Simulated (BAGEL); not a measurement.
# NEVPT2(12,10)/6-31G(d) (density fitting with cc-pvqz-jkfit, spherical functions) run of BH2Cl (SMILES BCl)

What is the vertical ionisation energy of BH2Cl at NEVPT2(12,10)/6-31G* (density fitting with cc-pvqz-jkfit, spherical functions)? 

Program for the calculation: BAGEL 1.2.2.

4 further runs of the same task are left out: 4 set aside as unsound or not needed.

## 1. The system as given

BH2Cl has 4 atoms, charge 0, and is taken as a singlet. SMILES: `BCl`. Geometry: relaxed at PBE0-D4/def2-TZVP.

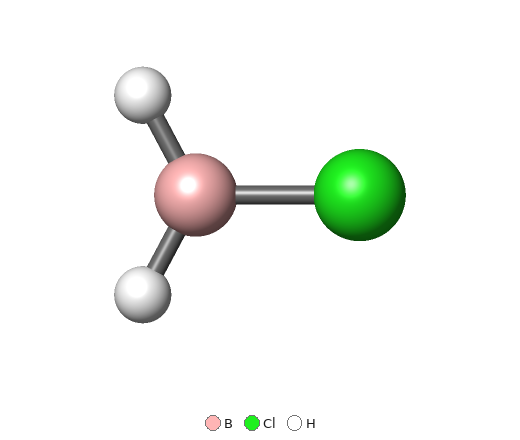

Viewed from a chosen angle; boron pink, chlorine green, hydrogen white.

## 2. The energy at NEVPT2(12,10)/6-31G(d) (density fitting with cc-pvqz-jkfit, spherical functions)

Contents of nevpt2.json:

```json
{ "bagel" : [

{
  "title" : "molecule",
  "basis" : "6-31gs.json",
  "df_basis" : "cc-pvqz-jkfit",
  "angstrom" : "true",
  "geometry" : [
    { "atom" : "B", "xyz" : [   -0.116700,    0.021700,   -0.075300 ] },
    { "atom" : "Cl", "xyz" : [    1.365000,   -0.395300,    0.721200 ] },
    { "atom" : "H", "xyz" : [   -1.106200,   -0.559500,    0.240400 ] },
    { "atom" : "H", "xyz" : [   -0.086600,    0.872800,   -0.906600 ] }
  ]
},
{
  "title" : "hf"
},
{
  "title" : "casscf",
  "nstate" : 1,
  "nact" : 10,
  "nclosed" : 6,
  "nspin" : 0,
  "maxiter" : 200,
  "natocc" : "true"
},
{
  "title" : "nevpt2",
  "nstate" : 1,
  "nact" : 10,
  "nclosed" : 6,
  "nspin" : 0,
  "maxiter" : 200,
  "natocc" : "true",
  "ncore" : 6
},
{
  "title" : "print",
  "file" : "orbitals.molden",
  "orbitals" : "true"
}

]}
```

The basis set 6-31G* is read from a file made from the Basis Set Exchange's data (not shown).

On the command line:

```
$ BAGEL_NUM_THREADS=1 BAGEL nevpt2.json > nevpt2.out
```

Log:

```text
* using 1 threads per process

  ===============================================================
  ===============================================================

  *** Geometry ***

  { "atom" : "B", "xyz" : [     -0.220531,      0.041007,     -0.142296 ] },
  { "atom" : "Cl", "xyz" : [      2.579476,     -0.747009,      1.362870 ] },
  { "atom" : "H", "xyz" : [     -2.090415,     -1.057302,      0.454290 ] },
  { "atom" : "H", "xyz" : [     -0.163650,      1.649353,     -1.713226 ] },

  Number of auxiliary basis functions:      356

  Since a DF basis is specified, we compute 2- and 3-index integrals:
    o Being stored without compression. Storage requirement is 0.004 GB

  Number of basis functions:       36
  Number of electrons      :       24

    * METHOD: MOLECULE                             0.08

  *** RHF ***

  === Nuclear Repulsion ===
    37.7830159821

      * DIIS with orbital gradients will be used.

  === RHF iteration (6-31gs.json) ===
      0       -485.32169863          0.01222256           0.01
      1       -485.34603724          0.00386629           0.01
      2       -485.34846684          0.00134775           0.01
      3       -485.34882291          0.00018237           0.01
      4       -485.34883212          0.00006649           0.01
      5       -485.34883356          0.00001693           0.01
      6       -485.34883367          0.00000434           0.01
      7       -485.34883367          0.00000070           0.01
      8       -485.34883367          0.00000022           0.01
      9       -485.34883367          0.00000007           0.01
     10       -485.34883367          0.00000001           0.01
     11       -485.34883367          0.00000000           0.01
    * SCF iteration converged.

    * Permanent dipole moment:
           (    0.369922,    -0.104154,     0.198908) a.u.

    * METHOD: HF                                   0.16

  ---------------------------
      CASSCF calculation
  ---------------------------

    * nstate   :      1
    * nclosed  :      6
    * nact     :     10
    * nvirt    :     20
  === CASSCF iteration (6-31gs.json) ===

    * Using the second-order algorithm

      0  0      -485.37122058     2.90e-03      1.00

      1  0      -485.40334056     2.51e-03      1.04

      2  0      -485.41114327     6.84e-04      0.97

      3  0      -485.41293940     6.49e-04      0.93

      4  0      -485.41362350     5.32e-04      0.96

      5  0      -485.41388295     3.67e-04      1.02

      6  0      -485.41397512     2.30e-04      0.96

      7  0      -485.41400645     1.36e-04      0.97

      8  0      -485.41401684     7.83e-05      1.01

      9  0      -485.41402023     4.42e-05      0.99

     10  0      -485.41402134     2.48e-05      1.00

     11  0      -485.41402170     1.38e-05      0.93

     12  0      -485.41402181     7.70e-06      1.14

     13  0      -485.41402185     4.29e-06      1.13

     14  0      -485.41402186     2.40e-06      0.90

     15  0      -485.41402187     1.34e-06      1.15

     16  0      -485.41402187     7.50e-07      0.96

     17  0      -485.41402187     4.20e-07      1.00

     18  0      -485.41402187     2.36e-07      0.91

     19  0      -485.41402187     1.33e-07      0.94

     20  0      -485.41402187     7.48e-08      0.94

     21  0      -485.41402187     4.22e-08      0.92

     22  0      -485.41402187     2.38e-08      0.97

     23  0      -485.41402187     1.35e-08      0.93

     24  0      -485.41402187     7.60e-09      0.93

    * Second-order optimization converged. *

     guess   0:   closed 111111....           open ..........

  === FCI iteration ===

      0  0      -485.34796945     1.65e-03      0.06
      1  0      -485.40982144     5.00e-04      0.07
      2  0      -485.41377403     1.33e-04      0.07
      3  0      -485.41400716     3.29e-05      0.06
      4  0      -485.41402106     7.79e-06      0.06
      5  0      -485.41402181     2.12e-06      0.06
      6  0      -485.41402186     5.49e-07      0.06
      7  0      -485.41402187     1.09e-07      0.07
      8  0      -485.41402187     2.10e-08      0.07
      9  0      -485.41402187     4.76e-09      0.06
     10  0      -485.41402187     1.17e-09      0.06
     11  0      -485.41402187     2.70e-10      0.07
     12  0 *    -485.41402187     5.33e-11      0.06

     * ci vector, state   0, <S^2> = 0.0000
       222222....     0.9815692694
       22222.2...    -0.0571834689
       2222.2.2..    -0.0555788300

    * METHOD: CASSCF                              25.57

    * freezing 6 orbitals

  === DF-NEVPT2 calculation ===

    * 3-index integral transformation done
    * assembly done

      NEVPT2 correlation energy:   -0.1300904039      0.09

          (+0)      0.0000000000
          (+0)'     0.0000000000
          (+1)      0.0000000000
          (+1)'     0.0000000000
          (+2)      0.0000000000
          (-1)      0.0000000000
          (-1)'    -0.0486489614
          (-2)     -0.0814414425

      NEVPT2 total energy:       -485.5441122721

    * METHOD: NEVPT2                             146.11

    * METHOD: PRINT                                0.00

  ===============================================================
```

It took 2.9 min on 1 thread of Intel Xeon 6975P-C (Granite Rapids), shared host; peak memory 4.2 GiB.

## 3. The doublet cation, same level

Contents of calc.json:

```json
{ "bagel": [

{
  "title": "molecule",
  "basis": "6-31gs.json",
  "df_basis": "cc-pvqz-jkfit",
  "angstrom": true,
  "geometry": [
    { "atom": "B", "xyz": [      -0.116700,       0.021700,      -0.075300 ] },
    { "atom": "Cl", "xyz": [       1.365000,      -0.395300,       0.721200 ] },
    { "atom": "H", "xyz": [      -1.106200,      -0.559500,       0.240400 ] },
    { "atom": "H", "xyz": [      -0.086600,       0.872800,      -0.906600 ] }
  ]
},

{ "title": "hf", "charge": 2 },

{ "title": "casscf", "nstate": 1, "nact": 10, "nclosed": 6, "charge": 1, "nspin": 1, "maxiter": 200, "natocc": true },

{
  "title": "nevpt2",
  "nstate": 1,
  "nact": 10,
  "nclosed": 6,
  "charge": 1,
  "nspin": 1,
  "maxiter": 200,
  "natocc": true,
  "ncore": 6
},

{ "title": "print", "file": "orbitals.molden", "orbitals": true }

]}
```

The basis set 6-31G* is read from a file made from the Basis Set Exchange's data (not shown).

On the command line:

```
$ BAGEL_NUM_THREADS=1 BAGEL calc.json > calc.out
```

Log:

```text
* using 1 threads per process

  ===============================================================
  ===============================================================

  *** Geometry ***

  { "atom" : "B", "xyz" : [     -0.220531,      0.041007,     -0.142296 ] },
  { "atom" : "Cl", "xyz" : [      2.579476,     -0.747009,      1.362870 ] },
  { "atom" : "H", "xyz" : [     -2.090415,     -1.057302,      0.454290 ] },
  { "atom" : "H", "xyz" : [     -0.163650,      1.649353,     -1.713226 ] },

  Number of auxiliary basis functions:      356

  Since a DF basis is specified, we compute 2- and 3-index integrals:
    o Being stored without compression. Storage requirement is 0.004 GB

  Number of basis functions:       36
  Number of electrons      :       24

    * METHOD: MOLECULE                             0.09

  *** RHF ***

  === Nuclear Repulsion ===
    37.7830159821

      * DIIS with orbital gradients will be used.

  === RHF iteration (6-31gs.json) ===
      0       -484.05368407          0.02419790           0.01
      1       -484.13533639          0.01597011           0.01
      2       -484.16682566          0.00468424           0.01
      3       -484.17251161          0.00209111           0.01
      4       -484.17413053          0.00090245           0.01
      5       -484.17457972          0.00021706           0.01
      6       -484.17460013          0.00005011           0.01
      7       -484.17460101          0.00001055           0.01
      8       -484.17460104          0.00000273           0.01
      9       -484.17460105          0.00000132           0.01
     10       -484.17460105          0.00000020           0.01
     11       -484.17460105          0.00000005           0.01
     12       -484.17460105          0.00000002           0.01
     13       -484.17460105          0.00000001           0.01
    * SCF iteration converged.

    * Permanent dipole moment:
           (    1.401712,    -0.394355,     0.753367) a.u.

    * METHOD: HF                                   0.17

  ---------------------------
      CASSCF calculation
  ---------------------------

    * nstate   :      1
    * nclosed  :      6
    * nact     :     10
    * nvirt    :     20
  === CASSCF iteration (6-31gs.json) ===

    * Using the second-order algorithm

      0  0      -484.97257154     1.78e-02      1.78

      1  0      -485.00682924     2.83e-03      1.85

      2  0      -485.01564312     7.80e-04      1.87

      3  0      -485.01668320     3.44e-04      1.74

      4  0      -485.01702383     3.79e-04      1.83

      5  0      -485.01723293     3.75e-04      1.60

      6  0      -485.01738899     3.61e-04      1.65

      7  0      -485.01751732     3.51e-04      1.75

      8  0      -485.01762857     3.43e-04      1.75

      9  0      -485.01772704     3.37e-04      1.52

     10  0      -485.01781382     3.28e-04      1.60

     11  0      -485.01788860     3.15e-04      1.55

     12  0      -485.01795084     2.95e-04      1.51

     13  0      -485.01800060     2.69e-04      1.50

     14  0      -485.01803876     2.40e-04      1.60

     15  0      -485.01806691     2.09e-04      1.49

     16  0      -485.01808697     1.78e-04      1.53

     17  0      -485.01810085     1.49e-04      1.48

     18  0      -485.01811023     1.23e-04      1.58

     19  0      -485.01811644     1.00e-04      1.62

     20  0      -485.01812050     8.08e-05      1.86

     21  0      -485.01812311     6.48e-05      1.72

     22  0      -485.01812477     5.17e-05      1.51

     23  0      -485.01812583     4.11e-05      1.42

     24  0      -485.01812649     3.25e-05      1.47

     25  0      -485.01812690     2.57e-05      1.42

     26  0      -485.01812716     2.02e-05      1.57

     27  0      -485.01812732     1.59e-05      1.62

     28  0      -485.01812742     1.25e-05      1.68

     29  0      -485.01812748     9.84e-06      1.49

     30  0      -485.01812752     7.73e-06      1.43

     31  0      -485.01812754     6.06e-06      1.43

     32  0      -485.01812756     4.76e-06      1.47

     33  0      -485.01812756     3.73e-06      1.59

     34  0      -485.01812757     2.92e-06      1.45

     35  0      -485.01812757     2.29e-06      1.66

     36  0      -485.01812758     1.80e-06      1.70

     37  0      -485.01812758     1.41e-06      1.61

     38  0      -485.01812758     1.10e-06      1.64

     39  0      -485.01812758     8.64e-07      1.44

     40  0      -485.01812758     6.77e-07      1.41

     41  0      -485.01812758     5.30e-07      1.50

     42  0      -485.01812758     4.15e-07      1.41

     43  0      -485.01812758     3.25e-07      1.60

     44  0      -485.01812758     2.55e-07      1.51

     45  0      -485.01812758     2.00e-07      1.69

     46  0      -485.01812758     1.56e-07      1.60

     47  0      -485.01812758     1.22e-07      1.63

     48  0      -485.01812758     9.59e-08      1.64

     49  0      -485.01812758     7.51e-08      1.75

     50  0      -485.01812758     5.88e-08      1.68

     51  0      -485.01812758     4.61e-08      1.59

     52  0      -485.01812758     3.61e-08      1.68

     53  0      -485.01812758     2.83e-08      1.42

     54  0      -485.01812758     2.21e-08      1.62

     55  0      -485.01812758     1.73e-08      1.62

     56  0      -485.01812758     1.36e-08      1.57

     57  0      -485.01812758     1.06e-08      1.51

     58  0      -485.01812758     8.33e-09      1.57

    * Second-order optimization converged. *

     guess   0:   closed 11111.....           open .....1....

  === FCI iteration ===

      0  0      -484.94424935     1.56e-03      0.10
      1  0      -485.01102592     5.35e-04      0.10
      2  0      -485.01744455     1.72e-04      0.10
      3  0      -485.01804683     4.84e-05      0.09
      4  0      -485.01810877     2.17e-05      0.10
      5  0      -485.01812344     1.22e-05      0.09
      6  0      -485.01812713     4.92e-06      0.10
      7  0      -485.01812753     1.61e-06      0.11
      8  0      -485.01812757     4.87e-07      0.10
      9  0      -485.01812758     1.49e-07      0.11
     10  0      -485.01812758     4.16e-08      0.10
     11  0      -485.01812758     1.06e-08      0.10
     12  0      -485.01812758     2.87e-09      0.09
     13  0      -485.01812758     7.24e-10      0.09
     14  0      -485.01812758     1.79e-10      0.09
     15  0 *    -485.01812758     5.67e-11      0.09

     * ci vector, state   0, <S^2> = 0.7500
       22222a....     0.9773594031
       2222.a2...     0.0556758905

    * METHOD: CASSCF                              95.70

    * freezing 6 orbitals

  === DF-NEVPT2 calculation ===

    * 3-index integral transformation done
    * assembly done

      NEVPT2 correlation energy:   -0.1204555538      0.09

          (+0)      0.0000000000
          (+0)'     0.0000000000
          (+1)      0.0000000000
          (+1)'     0.0000000000
          (+2)      0.0000000000
          (-1)      0.0000000000
          (-1)'    -0.0609358409
          (-2)     -0.0595197129

      NEVPT2 total energy:       -485.1385831321

    * METHOD: NEVPT2                             163.31

    * METHOD: PRINT                                0.00

  ===============================================================
```

Wall time 4.3 min (1 thread of Intel Xeon 6975P-C (Granite Rapids), shared host); peak memory 4.6 GiB.

## 4. Outcome

Level: NEVPT2(12,10)/6-31G* (density fitting with cc-pvqz-jkfit, spherical functions), 6 core orbitals frozen.

| quantity | value |
| --- | --- |
| singlet BH2Cl: total energy | -485.54411 Eh |
| doublet cation: total energy | -485.13858 Eh |
| vertical ionisation energy (to the doublet cation) | 11.035 eV |

**Reading.** Removing an electron at fixed nuclei costs 11.04 eV (254 kcal/mol).
